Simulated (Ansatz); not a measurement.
ClFH3SbSi

Input file:

```
crystal:
  periodic: [false, false, false]
  atoms:
    - symbol: Cl
      position_ang: [0.521375, -1.376548, 2.249570]
    - symbol: F
      position_ang: [-1.353582, -2.016778, -0.370988]
    - symbol: Sb
      position_ang: [-1.316369, -0.592181, 0.953423]
    - symbol: Si
      position_ang: [0.324399, 0.789673, -0.519580]
    - symbol: H
      position_ang: [1.395250, -0.138074, -0.979708]
    - symbol: H
      position_ang: [0.895224, 1.894301, 0.308942]
    - symbol: H
      position_ang: [-0.404997, 1.371507, -1.687460]
basis:
  gaussian:
    orbitals: def2-TZVPD
hamiltonian:
  xc: {name: PBE0}
output:
  forces: true
  orbitals: {seedname: orbitals}
```

Run with:

```sh
ansatz run input.yaml --threads 2 --pin off --max-ram 5220MiB --events-out events.jsonl --progress --plain --runs-dir runs
```

Geometry: PBE0-D4/def2-SVP; core potentials replace the inner electrons of Sb.

Method: Ansatz 0.2.0, isolated molecule in a Gaussian basis; Kohn-Sham density functional theory, functional PBE0.

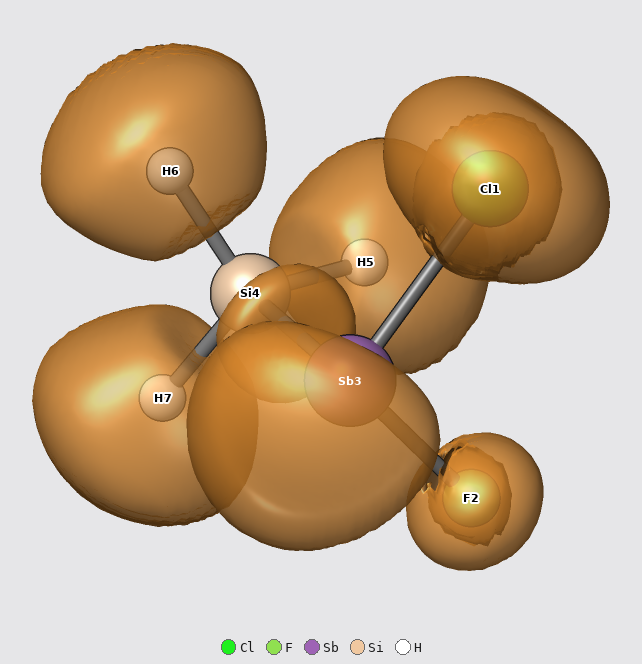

Figure 1. Isosurface of the ELF at 0.8 (orange), seen at an oblique angle. Only the valence region is drawn (cores and ρ < 0.01 e/Å³ removed).

### Where are the electrons localised?

The surface consists of one region between bonded Sb–Si atoms (shared pairs), three regions around hydrogen nuclei, one lobe on Sb, pointing away from the bonds (lone pairs), one region wrapped around Cl (its valence shell) and one region wrapped around F (its valence shell). Profiles from the grid: Sb–F (1.95 Å): the ELF peaks at about 0.80 in the valence shell of F, 0.5 Å from its nucleus, and drops to about 0.15 between the two atoms. Sb–Cl (2.38 Å): the ELF peaks at about 0.80 in the valence shell of Cl, 0.8 Å from its nucleus, and drops to about 0.20 between the two atoms.

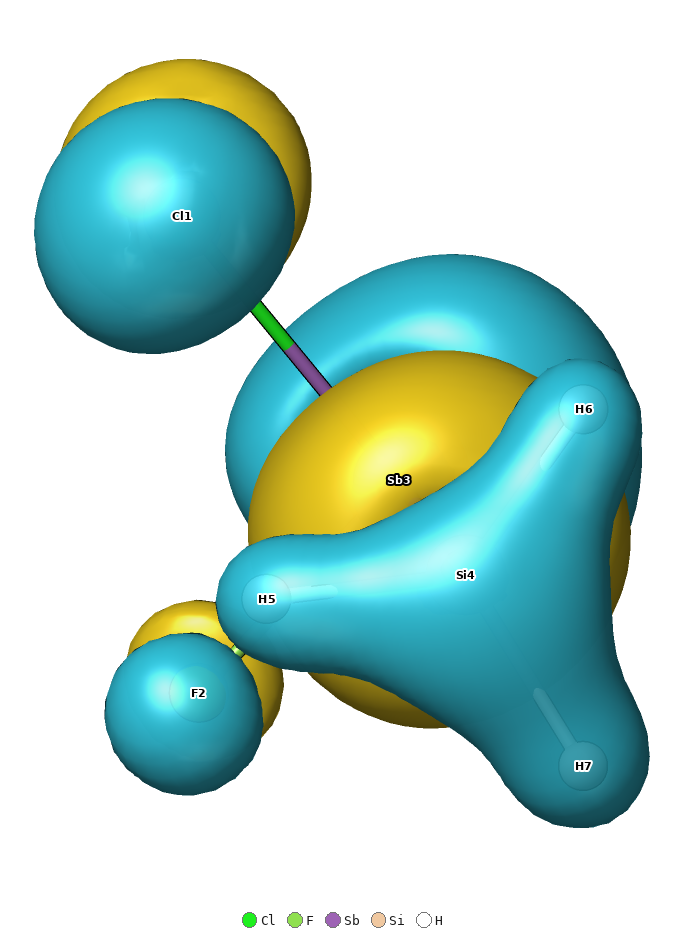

Figure 2. One frontier orbital at ±0.1 Å⁻³ᐟ² (yellow and cyan are the two phases), seen at an oblique angle.

### Which orbital is it: HOMO or LUMO?

The HOMO, at −7.47 eV. It lies mainly on Sb3 (about 45 %), Si4 (about 25 %) and Cl1 (about 20 %).

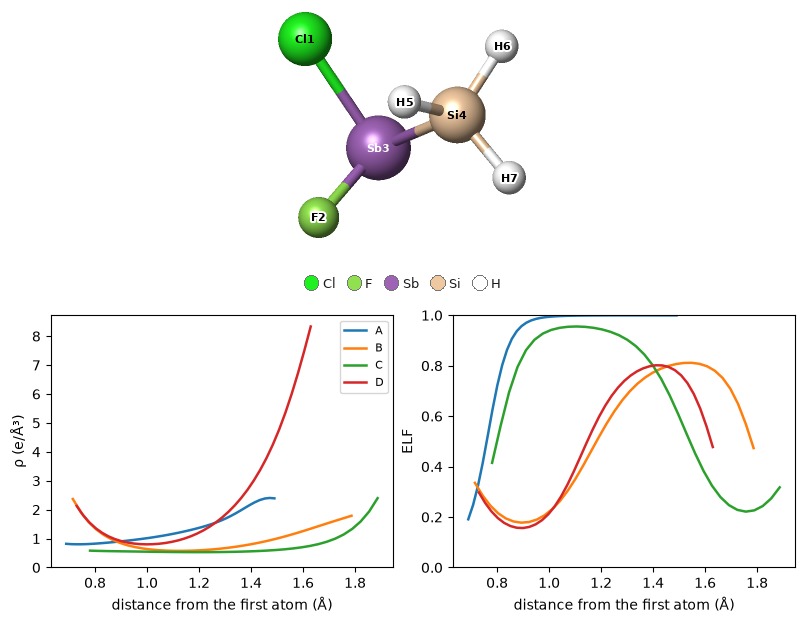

Figure 3. Electron density and ELF along straight lines between neighbouring atoms. The curves leave out the atomic cores. The structure is drawn too.

### Which curve belongs to which contact (Sb–Cl, Sb–F, Si–H and Si–Sb)? The first atom named is at distance zero.

Curve A: Si–H (1.49 Å): ρ is about 0.8 e/Å³ halfway; the ELF climbs to about 1 towards the hydrogen, as it does in any bond to H. Curve B: Sb–Cl (2.38 Å): ρ is about 0.59 e/Å³ halfway; the ELF peaks at about 0.80 in the valence shell of Cl, 0.8 Å from its nucleus, and drops to about 0.20 between the two atoms. Curve C: Si–Sb (2.60 Å): ρ is about 0.54 e/Å³ halfway; the ELF peaks at about 0.95 between the atoms (localised, covalent bonding). Curve D: Sb–F (1.95 Å): ρ at the midpoint is about 0.81 e/Å³; the ELF peaks at about 0.80 in the valence shell of F, 0.5 Å from its nucleus, and drops to about 0.15 between the two atoms.
